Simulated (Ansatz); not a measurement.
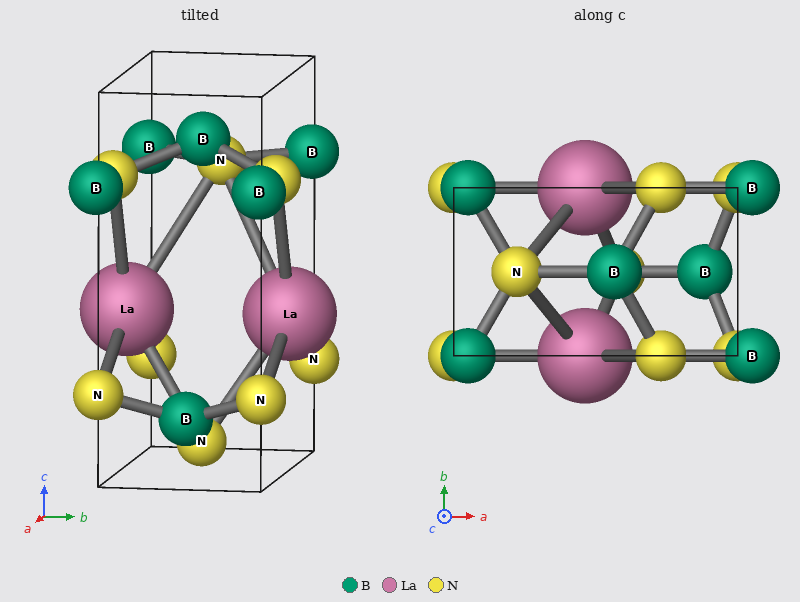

A ball-and-stick rendering, viewed slightly off an axis and along the c axis. The conventional unit cell is drawn as a box.

LaB$_{3}$N$_{4}$, space group Pm (No. 6), a = 4.513 Å, b = 2.668 Å, c = 6.415 Å, α = 90.00°, β = 90.63°, γ = 90.00°. Its origin is a structure type filled with these elements by a generator (whether the compound takes this form wasn't checked). Earlier steps of the study, as a rule a relaxation of our own, may have changed the cell and positions, so they can lie some per cent off the listed ones. Ansatz was used for an electronic-structure calculation on it.

This one geometry was computed with Ansatz (DFT, plane waves, PAW) at three levels of theory: r2SCAN, PBE and PBE with spin-orbit coupling. It was relaxed beforehand with r2SCAN.

**Which level gives the highest pressure at this volume, and what does that say about its equilibrium volume?**

Highest: PBE (2.3 GPa) and PBE with spin-orbit coupling (2.3 GPa), which points to the largest equilibrium volume. Lowest, with the smallest volume: r2SCAN (-0.1 GPa). Levels within 0.5 GPa of each other can't be told apart.

**How does the band gap change with the level of theory?**

All levels give a metal.

**Collect the results in a table.**

| level | cutoff (eV) | k-mesh of the run's cell | gap (eV) | pressure (GPa) |
| --- | --- | --- | --- | --- |
| r2SCAN | 500 | 6×10×4 | metal | -0.1 |
| PBE | 420 | 6×10×4 | metal | 2.3 |
| PBE with spin-orbit coupling | 420 | 6×10×4 | metal | 2.3 |

Gaps are taken on the k-mesh or band path of each run.
